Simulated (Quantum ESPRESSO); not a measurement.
# O on hollow sites of W(110): a series in the coverage, part 2 of 10

What law, if any, do the results for O on hollow sites of W(110) follow against the coverage?

Quantum ESPRESSO 7.5; plane-wave DFT, PBE, GBRV ultrasoft pseudopotentials.

So far. Step 2 (Variable-cell relaxation of the reference):  The last row is no step: it is a fresh SCF in the final cell with a new plane-wave basis, -1 meV from the row before. The relaxed cell has a = 3.182 Å (conventional setting).

### Step 3. Ground state of the reference

A bulk run at that cell gives the reference energy and levels.

File ref.bulk.in:

```
&control
  prefix = 'ref.bulk'
  outdir = './out'
  pseudo_dir = './pseudo'
  calculation = 'scf'
  tprnfor = .true.
/
&system
  ibrav = 0
  nat = 1
  ntyp = 1
  ecutwfc = 40
  ecutrho = 200
  occupations = 'smearing'
  smearing = 'mv'
  degauss = 0.02
/
&electrons
  conv_thr = 1e-09
  mixing_beta = 0.4
  electron_maxstep = 120
/
ATOMIC_SPECIES
  W   183.8400  w_pbe_v1.2.uspp.F.UPF
CELL_PARAMETERS angstrom
  -1.59107410200000 1.59107410200000 1.59107410200000
  1.59107410200000 -1.59107410200000 1.59107410200000
  1.59107410200000 1.59107410200000 -1.59107410200000
ATOMIC_POSITIONS crystal
  W   0.000000000000 0.000000000000 0.000000000000
K_POINTS automatic
  18 18 18 0 0 0
```

Run with:

```sh
$ OMP_NUM_THREADS=1 mpirun -n 8 pw.x -nk 8 -in ref.bulk.in > ref.bulk.out
```

What it wrote:

```text
[banner, memory and clock lines left out]
Program PWSCF v.7.5 starts
[citation notice left out]

[...]
Message from routine setup:
[...]
bravais-lattice index     =            0
     lattice parameter (alat)  =       5.2077  a.u.
     unit-cell volume          =     108.7246 (a.u.)^3
     number of atoms/cell      =            1
     number of atomic types    =            1
     number of electrons       =        14.00
     number of Kohn-Sham states=           11
     kinetic-energy cutoff     =      40.0000  Ry
     charge density cutoff     =     200.0000  Ry
     scf convergence threshold =      1.0E-09
     mixing beta               =       0.4000
     number of iterations used =            8  plain     mixing
     Exchange-correlation= SLA  PW   PBE  PBE
                           (   1   4   3   4   0   0   0)

[...]
PseudoPot. # 1 for W  read from file:
     ./pseudo/w_pbe_v1.2.uspp.F.UPF
     Pseudo is Ultrasoft + core correction, Zval = 14.0
     Generated by new atomic code, or converted to UPF format
     Using radial grid of  923 points,  8 beta functions with:
                l(1) =   0
                l(2) =   0
                l(3) =   0
                l(4) =   1
                l(5) =   1
                l(6) =   2
                l(7) =   2
                l(8) =   3
     Q(r) pseudized with  6 coefficients,  rinner =    1.350   1.350   1.350
                                                       1.350   1.350   1.350
                                                       1.350

     atomic species   valence    mass     pseudopotential
     W                14.00   183.84000     W ( 1.00)

     48 Sym. Ops., with inversion, found

[...]
number of k points=   195  Marzari-Vanderbilt smearing, width (Ry)=  0.0200

     Number of k-points >= 100: set verbosity='high' to print them.

     Dense  grid:     5233 G-vectors     FFT dimensions: (  24,  24,  24)

     Smooth grid:     3781 G-vectors     FFT dimensions: (  24,  24,  24)

     Initial potential from superposition of free atoms

     starting charge      13.8997, renormalised to      14.0000

     negative rho (up, down):  6.154E-02 0.000E+00
     Starting wfcs are   13 randomized atomic wfcs

     per-process dynamical memory:    13.8 Mb

     Self-consistent Calculation

     iteration #  1     ecut=    40.00 Ry     beta= 0.40
     Davidson diagonalization with overlap
     ethr =  1.00E-02,  avg # of iterations =  2.8

     Threshold (ethr) on eigenvalues was too large:
     Diagonalizing with lowered threshold

     Davidson diagonalization with overlap
     ethr =  3.90E-04,  avg # of iterations =  1.3

     negative rho (up, down):  6.216E-02 0.000E+00

     total energy              =    -159.13524030 Ry
     estimated scf accuracy    <       0.05765576 Ry

     iteration #  2     ecut=    40.00 Ry     beta= 0.40
[...]
negative rho (up, down):  6.334E-02 0.000E+00

[...]
total energy              =    -159.13573647 Ry
     estimated scf accuracy    <       0.00846745 Ry

     iteration #  3     ecut=    40.00 Ry     beta= 0.40
[...]
negative rho (up, down):  6.436E-02 0.000E+00

[...]
total energy              =    -159.13711226 Ry
     estimated scf accuracy    <       0.00040777 Ry

     iteration #  4     ecut=    40.00 Ry     beta= 0.40
[...]
negative rho (up, down):  6.430E-02 0.000E+00

[...]
total energy              =    -159.13713520 Ry
     estimated scf accuracy    <       0.00002162 Ry

     iteration #  5     ecut=    40.00 Ry     beta= 0.40
[...]
negative rho (up, down):  6.422E-02 0.000E+00

[...]
total energy              =    -159.13714012 Ry
     estimated scf accuracy    <       0.00000020 Ry

     iteration #  6     ecut=    40.00 Ry     beta= 0.40
[...]
negative rho (up, down):  6.412E-02 0.000E+00

[...]
total energy              =    -159.13714028 Ry
     estimated scf accuracy    <       0.00000005 Ry

     iteration #  7     ecut=    40.00 Ry     beta= 0.40
[...]
negative rho (up, down):  6.413E-02 0.000E+00

[...]
total energy              =    -159.13714028 Ry
     estimated scf accuracy    <       0.00000003 Ry

     iteration #  8     ecut=    40.00 Ry     beta= 0.40
[...]
negative rho (up, down):  6.413E-02 0.000E+00

[...]
End of self-consistent calculation

     Number of k-points >= 100: set verbosity='high' to print the bands.

     the Fermi energy is    22.2827 ev

!    total energy              =    -159.13714029 Ry
     estimated scf accuracy    <          4.3E-10 Ry
     smearing contrib. (-TS)   =      -0.00035563 Ry
     internal energy E=F+TS    =    -159.13678466 Ry

     The total energy is F=E-TS. E is the sum of the following terms:
     one-electron contribution =     -15.14423775 Ry
     hartree contribution      =      15.86613017 Ry
     xc contribution           =     -41.24173665 Ry
     ewald contribution        =    -118.61694043 Ry

     convergence has been achieved in   8 iterations

     negative rho (up, down):  6.413E-02 0.000E+00

     Forces acting on atoms (cartesian axes, Ry/au):

     atom    1 type  1   force =     0.00000000    0.00000000    0.00000000

     Total force =     0.000000     Total SCF correction =     0.000000

[...]
```

It took 3.4 s on 8 MPI ranks of Arm Neoverse V1, shared host; peak memory 0.4 GiB; 26 s of CPU time.

Read from the output:

| Item | Value |
| --- | --- |
| free energy | -2165.1711 eV |

### Step 4. Relaxing the ions of the reference

The free molecule gives the reference for adsorption energies.

System of this step: O2 molecule in a box. The cell holds 2 atoms: 2 O. Its edges and angles: a = 11.000 Å, b = 11.500 Å, c = 13.000 Å, α = 90.0°, β = 90.0°, γ = 90.0°. Vacuum lies along a, b and c.

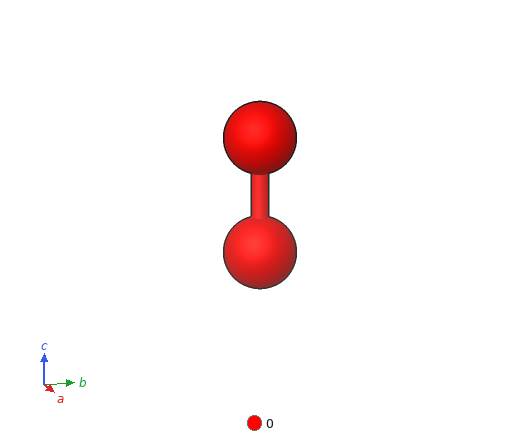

The cell of this step (oxygen red).

File ref.gas.in:

```
&control
  prefix = 'ref.gas'
  outdir = './out'
  pseudo_dir = './pseudo'
  nstep = 40
  forc_conv_thr = 0.001
  calculation = 'relax'
/
&system
  ibrav = 0
  nat = 2
  ntyp = 1
  ecutwfc = 40
  ecutrho = 200
  occupations = 'smearing'
  smearing = 'gaussian'
  degauss = 0.002
  nspin = 2
  starting_magnetization(1) = 0.5
/
&electrons
  conv_thr = 1e-07
  mixing_beta = 0.4
  electron_maxstep = 120
/
&ions
/
ATOMIC_SPECIES
  O   15.9990  o_pbe_v1.2.uspp.F.UPF
CELL_PARAMETERS angstrom
  11.00000000000000 0.00000000000000 0.00000000000000
  0.00000000000000 11.50000000000000 0.00000000000000
  0.00000000000000 0.00000000000000 13.00000000000000
ATOMIC_POSITIONS crystal
  O   0.500000000000 0.500000000000 0.452692307692
  O   0.500000000000 0.500000000000 0.547307692308
K_POINTS automatic
  1 1 1 0 0 0
```

Run with:

```sh
$ OMP_NUM_THREADS=1 mpirun -n 8 pw.x -nk 1 -in ref.gas.in > ref.gas.out
```

What it wrote:

```text
[banner, memory and clock lines left out]
Program PWSCF v.7.5 starts

          URL

     Message from routine setup:
     using ibrav=0 with symmetry is DISCOURAGED, use correct ibrav instead

     bravais-lattice index     =            0
     lattice parameter (alat)  =      20.7870  a.u.
     unit-cell volume          =   11097.6361 (a.u.)^3
     number of atoms/cell      =            2
     number of atomic types    =            1
     number of electrons       =        12.00
     number of Kohn-Sham states=           10
     kinetic-energy cutoff     =      40.0000  Ry
     charge density cutoff     =     200.0000  Ry
     scf convergence threshold =      1.0E-07
     mixing beta               =       0.4000
     number of iterations used =            8  plain     mixing
     energy convergence thresh.=      1.0E-04
     force convergence thresh. =      1.0E-03
     Exchange-correlation= SLA  PW   PBE  PBE
                           (   1   4   3   4   0   0   0)
     nstep                     =           40

     celldm(1)=  20.786987  celldm(2)=   0.000000  celldm(3)=   0.000000
     celldm(4)=   0.000000  celldm(5)=   0.000000  celldm(6)=   0.000000

     crystal axes: (cart. coord. in units of alat)
               a(1) = (   1.000000   0.000000   0.000000 )
               a(2) = (   0.000000   1.045455   0.000000 )
               a(3) = (   0.000000   0.000000   1.181818 )

     reciprocal axes: (cart. coord. in units 2 pi/alat)
               b(1) = (  1.000000  0.000000  0.000000 )
               b(2) = (  0.000000  0.956522  0.000000 )
               b(3) = (  0.000000  0.000000  0.846154 )

     PseudoPot. # 1 for O  read from file:
     ./pseudo/o_pbe_v1.2.uspp.F.UPF
     Pseudo is Ultrasoft + core correction, Zval =  6.0
     Generated by new atomic code, or converted to UPF format
     Using radial grid of  737 points,  5 beta functions with:
                l(1) =   0
                l(2) =   0
                l(3) =   1
                l(4) =   1
                l(5) =   2
     Q(r) pseudized with  8 coefficients,  rinner =    0.900   0.900   0.900
                                                       0.900   0.900

     atomic species   valence    mass     pseudopotential
     O                 6.00    15.99900     O ( 1.00)

     Starting magnetic structure
     atomic species   magnetization
     O               0.500

      8 Sym. Ops., with inversion, found

   Cartesian axes

     site n.     atom                  positions (alat units)
         1        O      tau(   1) = (   0.5000000   0.5227273   0.5350000  )
         2        O      tau(   2) = (   0.5000000   0.5227273   0.6468182  )

     number of k points=     1  Gaussian smearing, width (Ry)=  0.0020
                       cart. coord. in units 2pi/alat
        k(    1) = (   0.0000000   0.0000000   0.0000000), wk =   1.0000000

     Dense  grid:   530123 G-vectors     FFT dimensions: (  96, 100, 120)

     Smooth grid:   379275 G-vectors     FFT dimensions: (  90,  90, 100)

     Generating pointlists ...
     new r_m :   0.0461 (alat units)  0.9588 (a.u.) for type    1

     Initial potential from superposition of free atoms

     starting charge      12.0000, renormalised to      12.0000

     negative rho (up, down):  7.803E-04 2.601E-04
     Starting wfcs are    8 randomized atomic wfcs +    2 random wfcs

     per-process dynamical memory:    50.7 Mb

     Self-consistent Calculation

     iteration #  1     ecut=    40.00 Ry     beta= 0.40
     Davidson diagonalization with overlap
     ethr =  1.00E-02,  avg # of iterations =  7.0

     negative rho (up, down):  1.289E-03 4.998E-04

     total energy              =     -64.20719360 Ry
     estimated scf accuracy    <       0.18699323 Ry

     total magnetization       =     2.00 Bohr mag/cell
     absolute magnetization    =     2.09 Bohr mag/cell

     iteration #  2     ecut=    40.00 Ry     beta= 0.40
     Davidson diagonalization with overlap
     ethr =  1.56E-03,  avg # of iterations =  1.0

     negative rho (up, down):  2.910E-03 9.688E-04

     total energy              =     -64.30095217 Ry
     estimated scf accuracy    <       0.06335393 Ry

     total magnetization       =     2.00 Bohr mag/cell
     absolute magnetization    =     2.07 Bohr mag/cell

     iteration #  3     ecut=    40.00 Ry     beta= 0.40
     Davidson diagonalization with overlap
     ethr =  5.28E-04,  avg # of iterations =  5.0

     negative rho (up, down):  2.766E-03 1.003E-03

     total energy              =     -64.30669345 Ry
     estimated scf accuracy    <       0.00217585 Ry

     total magnetization       =     2.00 Bohr mag/cell
     absolute magnetization    =     2.06 Bohr mag/cell

     iteration #  4     ecut=    40.00 Ry     beta= 0.40
     Davidson diagonalization with overlap
     ethr =  1.81E-05,  avg # of iterations = 12.5

     negative rho (up, down):  2.593E-03 1.018E-03

     total energy              =     -64.30698927 Ry
     estimated scf accuracy    <       0.00004226 Ry

     total magnetization       =     2.00 Bohr mag/cell
     absolute magnetization    =     2.06 Bohr mag/cell

     iteration #  5     ecut=    40.00 Ry     beta= 0.40
     Davidson diagonalization with overlap
     ethr =  3.52E-07,  avg # of iterations =  6.0

     negative rho (up, down):  2.557E-03 1.046E-03

     total energy              =     -64.30702125 Ry
     estimated scf accuracy    <       0.00000509 Ry

     total magnetization       =     2.00 Bohr mag/cell
     absolute magnetization    =     2.06 Bohr mag/cell

     iteration #  6     ecut=    40.00 Ry     beta= 0.40
     Davidson diagonalization with overlap
     ethr =  4.24E-08,  avg # of iterations =  2.0

     negative rho (up, down):  2.570E-03 1.072E-03

     total energy              =     -64.30702616 Ry
     estimated scf accuracy    <       0.00000088 Ry

     total magnetization       =     2.00 Bohr mag/cell
     absolute magnetization    =     2.06 Bohr mag/cell

     iteration #  7     ecut=    40.00 Ry     beta= 0.40
     Davidson diagonalization with overlap
     ethr =  7.37E-09,  avg # of iterations =  2.0

     negative rho (up, down):  2.655E-03 1.116E-03

     Magnetic moment per site  (integrated on atomic sphere of radius R)
     atom   1 (R=0.046)  charge=  2.9869  magn=  0.5797
     atom   2 (R=0.046)  charge=  2.9869  magn=  0.5797

     End of self-consistent calculation

 ------ SPIN UP ------------

          k = 0.0000 0.0000 0.0000 ( 47391 PWs)   bands (ev):

   -32.3554 -20.5777 -13.4161 -13.2716 -13.2716  -6.8947  -6.8947  -0.4635
[...]
total magnetization       =     2.00 Bohr mag/cell
     absolute magnetization    =     2.05 Bohr mag/cell

     iteration #  2     ecut=    40.00 Ry     beta= 0.40
     Davidson diagonalization with overlap
     ethr =  1.91E-06,  avg # of iterations =  2.0

     negative rho (up, down):  2.523E-03 1.355E-03

     total energy              =     -64.30682232 Ry
     estimated scf accuracy    <       0.00002670 Ry

     total magnetization       =     2.00 Bohr mag/cell
     absolute magnetization    =     2.05 Bohr mag/cell

     iteration #  3     ecut=    40.00 Ry     beta= 0.40
     Davidson diagonalization with overlap
     ethr =  2.22E-07,  avg # of iterations =  2.0

     negative rho (up, down):  2.599E-03 1.208E-03

     total energy              =     -64.30682770 Ry
     estimated scf accuracy    <       0.00000442 Ry

     total magnetization       =     2.00 Bohr mag/cell
     absolute magnetization    =     2.05 Bohr mag/cell

     iteration #  4     ecut=    40.00 Ry     beta= 0.40
     Davidson diagonalization with overlap
     ethr =  3.68E-08,  avg # of iterations =  2.0

     negative rho (up, down):  2.590E-03 1.172E-03

     total energy              =     -64.30682903 Ry
     estimated scf accuracy    <       0.00000014 Ry

     total magnetization       =     2.00 Bohr mag/cell
     absolute magnetization    =     2.05 Bohr mag/cell

     iteration #  5     ecut=    40.00 Ry     beta= 0.40
     Davidson diagonalization with overlap
     ethr =  1.14E-09,  avg # of iterations =  2.5

     negative rho (up, down):  2.601E-03 1.164E-03

     Magnetic moment per site  (integrated on atomic sphere of radius R)
     atom   1 (R=0.046)  charge=  2.9313  magn=  0.5689
     atom   2 (R=0.046)  charge=  2.9313  magn=  0.5689

     End of self-consistent calculation

 ------ SPIN UP ------------

          k = 0.0000 0.0000 0.0000 ( 47391 PWs)   bands (ev):

   -32.6795 -20.4508 -13.4600 -13.4088 -13.4088  -6.7654  -6.7654  -0.4638
     0.3482   0.3961

 ------ SPIN DOWN ----------

          k = 0.0000 0.0000 0.0000 ( 47391 PWs)   bands (ev):

   -31.4829 -18.5951 -12.4814 -11.4794 -11.4793  -4.3621  -4.3620  -0.3846
     0.4633   0.4798

     the Fermi energy is    -5.5675 ev

!    total energy              =     -64.30682988 Ry
     estimated scf accuracy    <       0.00000003 Ry
     smearing contrib. (-TS)   =      -0.00000000 Ry
     internal energy E=F+TS    =     -64.30682988 Ry

     The total energy is F=E-TS. E is the sum of the following terms:
     one-electron contribution =    -130.43738897 Ry
     hartree contribution      =      67.09959300 Ry
     xc contribution           =     -14.21741097 Ry
     ewald contribution        =      13.24837706 Ry

     total magnetization       =     2.00 Bohr mag/cell
     absolute magnetization    =     2.05 Bohr mag/cell

     convergence has been achieved in   5 iterations

     negative rho (up, down):  2.601E-03 1.164E-03

     Forces acting on atoms (cartesian axes, Ry/au):

     atom    1 type  1   force =     0.00000000    0.00000000   -0.02928223
     atom    2 type  1   force =     0.00000000    0.00000000    0.02928223

     Total force =     0.041411     Total SCF correction =     0.000391
     Energy error            =      2.0E-04 Ry
     Gradient error          =      2.9E-02 Ry/Bohr

     number of scf cycles    =   2
     number of bfgs steps    =   1

     energy             old  =     -64.3070266617 Ry
     energy             new  =     -64.3068298835 Ry

     CASE: energy            _new > energy            _old

     new trust radius        =       0.0052390489 bohr
     new conv_thr            =       0.0000001000 Ry

ATOMIC_POSITIONS (crystal)
O                0.5000000000        0.5000000000        0.4529055681
O                0.5000000000        0.5000000000        0.5470944319

     XML data file
     NEW-OLD atomic charge density approx. for the potential

     negative rho (up, down):  1.639E-03 1.735E-03
     Generating pointlists ...

     per-process dynamical memory:    63.8 Mb

     Self-consistent Calculation

     iteration #  1     ecut=    40.00 Ry     beta= 0.40
     Davidson diagonalization with overlap
     ethr =  1.00E-06,  avg # of iterations =  4.0

     negative rho (up, down):  2.474E-03 1.772E-03

     total energy              =     -64.30709173 Ry
     estimated scf accuracy    <       0.00009873 Ry

     total magnetization       =     2.00 Bohr mag/cell
     absolute magnetization    =     2.05 Bohr mag/cell

     iteration #  2     ecut=    40.00 Ry     beta= 0.40
     Davidson diagonalization with overlap
     ethr =  8.23E-07,  avg # of iterations =  2.0

     negative rho (up, down):  2.519E-03 1.394E-03

     total energy              =     -64.30710467 Ry
     estimated scf accuracy    <       0.00001143 Ry

     total magnetization       =     2.00 Bohr mag/cell
     absolute magnetization    =     2.05 Bohr mag/cell

     iteration #  3     ecut=    40.00 Ry     beta= 0.40
     Davidson diagonalization with overlap
     ethr =  9.52E-08,  avg # of iterations =  2.0

     negative rho (up, down):  2.622E-03 1.211E-03

     total energy              =     -64.30710681 Ry
     estimated scf accuracy    <       0.00000192 Ry

     total magnetization       =     2.00 Bohr mag/cell
     absolute magnetization    =     2.05 Bohr mag/cell

     iteration #  4     ecut=    40.00 Ry     beta= 0.40
     Davidson diagonalization with overlap
     ethr =  1.60E-08,  avg # of iterations =  2.0

     negative rho (up, down):  2.639E-03 1.133E-03

     Magnetic moment per site  (integrated on atomic sphere of radius R)
     atom   1 (R=0.046)  charge=  2.9244  magn=  0.5692
     atom   2 (R=0.046)  charge=  2.9244  magn=  0.5692

     End of self-consistent calculation

 ------ SPIN UP ------------

          k = 0.0000 0.0000 0.0000 ( 47391 PWs)   bands (ev):

   -32.4646 -20.5313 -13.4291 -13.3164 -13.3164  -6.8479  -6.8479  -0.4634
     0.3386   0.3967

 ------ SPIN DOWN ----------

          k = 0.0000 0.0000 0.0000 ( 47391 PWs)   bands (ev):

   -31.2575 -18.6769 -12.4610 -11.3852 -11.3852  -4.4466  -4.4466  -0.3858
     0.4571   0.4785

     the Fermi energy is    -5.5283 ev

!    total energy              =     -64.30710860 Ry
     estimated scf accuracy    <       0.00000006 Ry
     smearing contrib. (-TS)   =      -0.00000000 Ry
     internal energy E=F+TS    =     -64.30710860 Ry

     The total energy is F=E-TS. E is the sum of the following terms:
     one-electron contribution =    -129.95671170 Ry
     hartree contribution      =      66.86517479 Ry
     xc contribution           =     -14.19890681 Ry
     ewald contribution        =      12.98333513 Ry

     total magnetization       =     2.00 Bohr mag/cell
     absolute magnetization    =     2.05 Bohr mag/cell

     convergence has been achieved in   4 iterations

     negative rho (up, down):  2.639E-03 1.133E-03

     Forces acting on atoms (cartesian axes, Ry/au):

     atom    1 type  1   force =     0.00000000    0.00000000    0.00059025
     atom    2 type  1   force =     0.00000000    0.00000000   -0.00059025

     Total force =     0.000835     Total SCF correction =     0.000745
     SCF correction compared to forces is large: reduce conv_thr to get better values
     Energy error            =      8.2E-05 Ry
     Gradient error          =      5.9E-04 Ry/Bohr

     bfgs converged in   3 scf cycles and   1 bfgs steps
     (criteria: energy <  1.0E-04 Ry, force <  1.0E-03 Ry/Bohr)

     End of BFGS Geometry Optimization

     Final energy             =     -64.3071085999 Ry

     File ./out/ref.gas.bfgs deleted, as requested
Begin final coordinates

ATOMIC_POSITIONS (crystal)
O                0.5000000000        0.5000000000        0.4529055681
O                0.5000000000        0.5000000000        0.5470944319
End final coordinates

     XML data file, charge density, pseudopotentials, collected wavefunctions

                                        0.00s GPU  (     153 calls)
```

The job ended after 15 s (8 MPI ranks; peak memory 1.1 GiB; 2 min of CPU time).

[end of part 2 of 10]

[Logs are printed without paths, hosts, clocks, repeated set-up lines and the standing remarks that a program may print on its own settings, such as how far it seeks lower states.]

[Hosts, paths, dates, database ids (printed as entryN), source tags and the programs' standing remarks are cut or masked in the printed files.]

[Maps of the electrostatic potential energy from Ansatz leave out the sawtooth potential of an applied field or a dipole correction, so their vacuum need not be flat; planar profiles and work functions include it.]
